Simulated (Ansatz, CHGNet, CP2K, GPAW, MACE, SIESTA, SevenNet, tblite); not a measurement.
**H-capped GaSb nanowire along [001] (84 atoms) in tblite**

Wanted: tblite inputs and outputs for H-capped GaSb nanowire along [001] (84 atoms), checked against a plane-wave reference.

Main program and level: tblite 0.8.0; the method is named at each step.

**1. The starting structure**

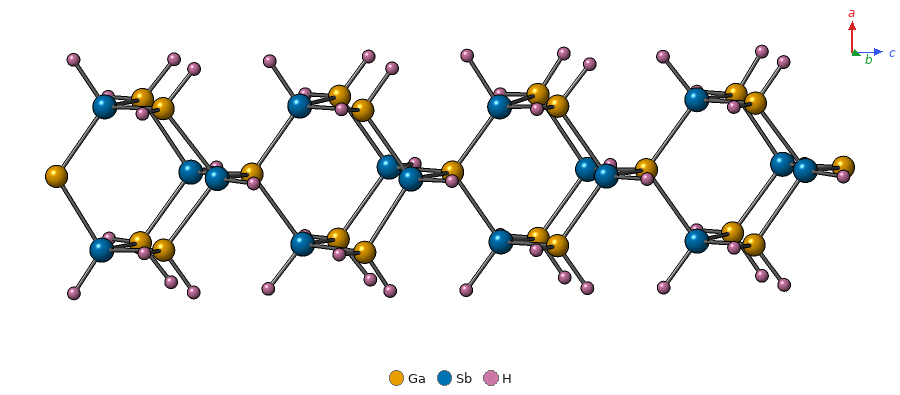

Start, viewed from the side, with the c axis across the page; gallium orange, antimony blue, hydrogen pink. Some periodic images of atoms are drawn too.

The cell holds 84 atoms: 20 Ga, 16 Sb and 48 H. Its edges and angles: a = 19.087 Å, b = 19.087 Å, c = 24.384 Å, α = 90.0°, β = 90.0°, γ = 90.0°. It derives from GaSb (zinc-blende). Diamond section of size parameter 4.53 Å cut from zinc-blende GaSb (a = 6.096 Å) along [001], 4 periods, broken bonds capped with H, 12 Å of vacuum. Then every atom was moved at random, 0.05 Å r.m.s. a Cartesian component (hydrogen 0.6 of that). Regions: wire, 36 atoms (20 Ga and 16 Sb); hydrogen, 48 atoms (48 H). Vacuum lies along a and b. The structure's axis is c.

The yardstick, on the same geometry:

| Property | Result |
| --- | --- |
| method | Kohn-Sham DFT, PBE, PAW, plane waves (Ansatz 0.2.0); cutoff 420 eV, Γ point, fermi-dirac smearing of 0.05 eV; PAW set soft_2 |
| r.m.s. force component | 0.6708 eV/Å |
| longest force | 2.952 eV/Å |
| SCF cycles | 15 |
| time | 1.9 min on 4 threads of Arm Neoverse V2, shared host |
| CPU time | 7.5 min |

**2. GFN1-xTB**

Method: GFN1-xTB tight binding, diagonalisation.

The input, run.py:

```python
import numpy as np
from ase.io import read
from tblite.ase import TBLite

atoms = read("structure.xyz")
atoms.calc = TBLite(method="GFN1-xTB", electronic_temperature=580, accuracy=1.0, max_iterations=250, mixer_damping=0.1, verbosity=1)
energy = atoms.get_potential_energy()
forces = atoms.get_forces()
print(f"energy {energy:.6f} eV")
print("forces (eV/A)")
for i, (a, f) in enumerate(zip(atoms, forces)):
    print(f"{i:4d} {a.symbol:2s} {f[0]:10.5f} {f[1]:10.5f} {f[2]:10.5f}")
print("charges (e)")
print(np.array2string(atoms.get_charges(), precision=4, suppress_small=True, max_line_width=110, threshold=100000))
```

The input, structure.xyz:

```xyz
84
Lattice="19.08661 0.00000 0.00000 0.00000 19.08661 0.00000 0.00000 0.00000 24.38400" Properties=species:S:1:pos:R:3 pbc="T T T"
Ga 7.35846 7.49302 2.94900
Ga 7.38881 7.39148 9.09694
Ga 7.35216 7.48291 15.28389
Ga 7.44855 7.46000 21.30796
Sb 7.29452 9.55247 1.41939
Ga 7.42469 11.68368 2.98680
Sb 7.40446 9.51926 7.65219
Ga 7.29948 11.85813 9.18911
Sb 7.40904 9.59713 13.78184
Ga 7.42775 11.73941 15.18562
Sb 7.35865 9.55724 19.86638
Ga 7.37468 11.63978 21.29113
Ga 11.73731 7.31723 3.04605
Sb 9.49616 7.37717 4.53445
Ga 11.77548 7.43633 9.13083
Sb 9.57709 7.32582 10.68726
Ga 11.75411 7.36285 15.29316
Sb 9.44100 7.36094 16.83032
Ga 11.69131 7.43042 21.42451
Sb 9.53243 7.41019 22.86853
Ga 9.56774 9.51086 0.02414
Sb 11.69017 9.58911 1.50327
Ga 11.76327 11.65772 2.97387
Sb 9.60266 11.67089 4.64978
Ga 9.57499 9.61030 6.06113
Sb 11.64188 9.55724 7.55197
Ga 11.64379 11.69475 9.15497
Sb 9.51716 11.69971 10.64874
Ga 9.55991 9.52002 12.29490
Sb 11.55293 9.64313 13.73429
Ga 11.70696 11.76709 15.18489
Sb 9.54922 11.80163 16.69255
Ga 9.56716 9.54693 18.29849
Sb 11.69876 9.59827 19.85053
Ga 11.72605 11.72968 21.31844
Sb 9.63836 11.64016 22.88390
H 7.40770 6.19360 2.19261
H 6.13234 7.40618 3.91631
H 7.41305 6.15104 8.26593
H 6.14150 7.40274 10.09351
H 7.37278 6.10447 14.33194
H 6.14112 7.46267 16.10710
H 7.44950 6.11382 20.41526
H 6.11802 7.38404 22.23211
H 5.97678 9.54254 0.55522
H 6.11325 11.63806 3.92558
H 7.42813 12.96973 2.17895
H 6.04683 9.53949 6.58295
H 6.09302 11.69818 10.00476
H 7.32353 13.00886 8.21204
H 5.93784 9.53872 12.71552
H 7.38537 12.95523 14.32975
H 6.11211 11.71937 16.11417
H 5.94987 9.58816 18.82445
H 7.38728 12.96553 20.45525
H 6.13577 11.64131 22.22431
[... 24 atom lines left out ...]
H 13.03043 9.56754 18.80835
H 12.97221 11.65791 22.20480
H 11.70849 13.02241 20.44038
H 9.54674 13.13369 23.81951
```

Launch:

```
$ OMP_NUM_THREADS=1 python run.py > output.txt
```

Output:

```text
------------------------------------------------------------
  cycle        total energy    energy error   density error
------------------------------------------------------------
      1     -90.86193313184  -9.1237989E+01   3.5748820E-01
      2     -92.38424412613  -1.5223110E+00   2.7432909E-01
      3     -92.84020407760  -4.5595995E-01   1.9465164E-01
      4     -92.56966138812   2.7054269E-01   1.7252177E-01
      5     -92.75609561922  -1.8643423E-01   7.6133758E-02
      6     -92.94138650320  -1.8529088E-01   4.7411569E-02
      7     -93.00619008055  -6.4803577E-02   3.0371231E-02
      8     -92.96115778056   4.5032300E-02   3.5440035E-02
      9     -93.02920545250  -6.8047672E-02   1.7990441E-02
     10     -93.01815161217   1.1053840E-02   1.6634438E-02
     11     -93.02708317884  -8.9315667E-03   1.2553015E-02
     12     -93.03639665135  -9.3134725E-03   5.0300944E-03
     13     -93.03812710369  -1.7304523E-03   3.2304070E-03
     14     -93.03739838815   7.2871554E-04   3.9909247E-03
     15     -93.03847015204  -1.0717639E-03   1.0427344E-03
     16     -93.03829028273   1.7986931E-04   1.7277543E-03
     17     -93.03842800486  -1.3772213E-04   9.9605836E-04
     18     -93.03850144659  -7.3441726E-05   2.1487782E-04
     19     -93.03849586787   5.5787173E-06   3.4423933E-04
     20     -93.03850234510  -6.4772253E-06   1.2282416E-04
     21     -93.03850131553   1.0295665E-06   1.5012447E-04
     22     -93.03850285628  -1.5407459E-06   5.3271425E-05
     23     -93.03850301291  -1.5663544E-07   2.4516753E-05
     24     -93.03850304557  -3.2656061E-08   6.7244987E-06
------------------------------------------------------------
 total:                                   1.481 sec
energy -2531.706622 eV
forces (eV/A)
   0 Ga   -0.40486   -0.07827    0.75052
   1 Ga   -0.30731    0.13539    1.23030
   2 Ga    0.78691   -1.31342   -1.40141
   3 Ga   -0.87324   -1.37493    0.34963
   4 Sb    2.59526    0.48577    1.23286
   5 Ga   -0.31733   -0.28897    0.86728
   6 Sb    0.68609    1.01929    0.05385
   7 Ga    1.29261   -0.66513   -0.56402
   8 Sb   -0.11903   -0.40706   -0.64221
   9 Ga   -0.86224   -0.04394    1.18507
  10 Sb    0.65008   -0.27588   -1.26877
  11 Ga    0.30973    1.07761    0.74225
  12 Ga   -0.09953    1.33424    0.79345
  13 Sb    0.26193    0.76697   -0.14074
  14 Ga   -0.44786   -0.20497   -0.26877
  15 Sb   -0.13664    1.34159   -0.64289
  16 Ga   -1.38148    0.09405   -0.79054
  17 Sb    0.84305    1.15921   -0.85869
  18 Ga    0.17447   -0.66187   -0.92349
  19 Sb   -0.05517    0.65986   -0.34087
  20 Ga   -0.48048    0.01574   -0.03563
  21 Sb   -0.15103   -1.21168    0.33324
  22 Ga   -0.09822    0.13452    1.04975
  23 Sb   -0.07420   -0.39909   -2.34382
[...]
76 H    -1.22124    0.15748    0.67112
  77 H     0.00636    1.91600   -1.31659
  78 H    -0.18538   -0.06548   -0.23094
  79 H    -0.03897    0.35164    0.22177
  80 H     0.02674   -0.00491    0.03167
  81 H     0.70926   -0.03698    0.44811
  82 H    -0.08376    0.28891   -0.16767
  83 H     0.05130   -0.63014   -0.35228
charges (e)
[ 0.1306  0.1286  0.1308  0.1203  0.1636  0.1409  0.1804  0.1707  0.1871  0.1295  0.1841  0.1419  0.162
  0.1822  0.1379  0.1765  0.1663  0.1724  0.1336  0.1745 -0.1235  0.1767  0.1475  0.1698 -0.1416  0.1769
  0.1245  0.1745 -0.137   0.1855  0.1439  0.1673 -0.1115  0.1716  0.129   0.1803 -0.1337 -0.1411 -0.1251
 -0.1405 -0.1561 -0.1186 -0.1433 -0.1465  0.0155 -0.1463 -0.1277 -0.0219 -0.1167 -0.1251 -0.0287 -0.1276
 -0.1485 -0.0188 -0.1346 -0.1372 -0.1368 -0.1158 -0.02   -0.1411 -0.128  -0.0116 -0.1369 -0.1141 -0.0045
 -0.1284 -0.1509 -0.0115 -0.017  -0.13   -0.1357 -0.0031 -0.0095 -0.1397 -0.1412 -0.0299 -0.0361 -0.1152
 -0.1486 -0.0087 -0.0146 -0.1367 -0.1338 -0.0258]
```

Elapsed: 2 s, on 1 thread of Arm Neoverse V2, shared host; peak memory 0.35 GiB.

Banners, paths, timers and routine set-up lines are dropped from the logs unmarked, and long logs keep their key lines alone; longer cuts are marked.

Numbers from this run, and their distance from the reference:

| Quantity | Value |
| --- | --- |
| r.m.s. force component | 0.691 eV/Å |
| r.m.s. difference of force components | 246 meV/Å |
| longest difference of force vectors | 879.7 meV/Å |
| force difference over r.m.s. force | 36.68 % |
| slope of forces against the reference's | 0.9633 |
| correlation of force components | 0.9352 |

Length of the force difference by element (eV/Å):

```
element  atoms  mean  most
     Ga     20  0.53  0.88
      H     48  0.27  0.54
     Sb     16  0.53  0.82
```

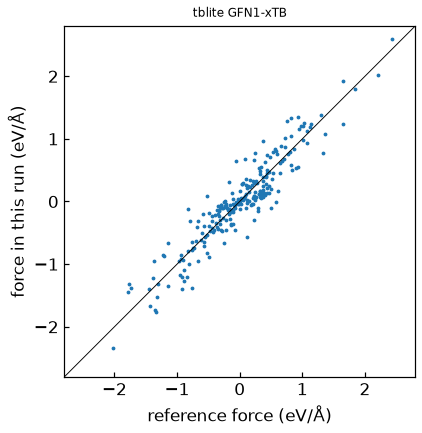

Force components against those of the reference; the line marks equality.

Local excerpt of 11 atoms (numbers count through the whole input) about H84, picked at random; x, y, z are measured from there.

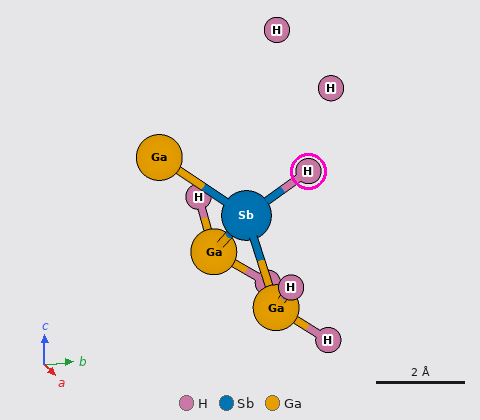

The atoms of the table, within 4.1 Å (arrows a, b, c point along x, y, z); some may hide others; the central atom is ringed.

```
atom      x      y      z  distance (Å)  bonds  Mulliken charge (e)     Fx     Fy  Fz (eV/Å)
 H84   0.00   0.00   0.00          0.00      1                -0.03   0.05  -0.63      -0.35
Sb36   0.09  -1.49  -0.94          1.76      4                 0.18  -0.71  -0.01      -0.47
 H70   2.15  -0.24   2.70          3.46      1                -0.13  -0.19   1.21      -0.74
 H47  -2.12  -0.16   2.74          3.47      1                -0.13   0.11   0.81      -0.53
Ga35   2.18  -1.40  -2.50          3.60      4                 0.13   0.10   0.55      -0.14
Ga12  -2.17  -1.49  -2.53          3.65      4                 0.14   0.31   1.08       0.74
Ga21   0.02  -3.62   0.59          3.67      4                -0.12  -0.48   0.02      -0.04
 H55  -2.16  -0.17  -3.36          4.00      1                -0.13   0.15   0.28      -0.17
 H83   2.16  -0.11  -3.38          4.01      1                -0.13  -0.08   0.29      -0.17
 H56  -3.41  -1.49  -1.60          4.05      1                -0.14  -0.46  -0.06       0.39
 H82   3.43  -1.48  -1.61          4.06      1                -0.14   0.71  -0.04       0.45
```

Atoms are counted from 1 here, from 0 in the log.

Forces lie 37 % from the reference's, at 0.0044 times its CPU time (on 1 against 4 cores).

**3. Outcome**

* force difference from the reference: tblite GFN1-xTB, 37 %
* its CPU time: 2 s

In words: Tight binding differs by 37 % (tblite GFN1-xTB); it is another model, with fitted parameters of its own, and the xTB methods hold dispersion. One electronic-structure run takes under half the reference's CPU time: tblite GFN1-xTB, at 37 % in 2 s against 7.5 min. Periodic xTB results under one method name differ between programs and library versions. Caps of real hydrogen don't mimic the fractional bonds of a polar compound, so surface states and strained caps may belong to the model. The electronic-structure runs sample only Γ, in a cell whose periodic width is 24 Å. Spin–orbit coupling is left out, which matters for the levels of the heavy elements.

[Also dropped from logs without a mark: logging warnings of Python, and SIESTA's first energy breakdown and zero terms.]

[Logs are printed without paths, hosts, clocks, repeated set-up lines and the standing remarks that a program may print on its own settings, such as how far it seeks lower states.]

[Hosts, paths, dates, database ids (printed as entryN), source tags and the programs' standing remarks are cut or masked in the printed files.]
